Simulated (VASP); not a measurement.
Band structure of BN (space group P6_3/mmc). These are LDA (Ceperley-Alder, Perdew-Zunger), VASP's LDA PAW potentials (set 64) (plane waves; VASP 6.6.1) values and carry that method's errors.

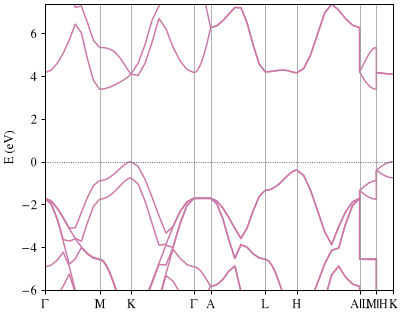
Fig. 1. Bands along high-symmetry lines, zero at the valence-band maximum or, without a gap, the Fermi level

Q: Read the plot: is there a gap, and where are the band edges?

A: The gap is indirect, 3.39 eV, from the valence maximum at K to the conduction minimum at M. (Edges off the drawn lines would not show.)

The structure comes from a computed database's BN entry (P6_3/mmc); how it stands against other phases isn't given here. It was relaxed first, which changed the volume by -6 %.
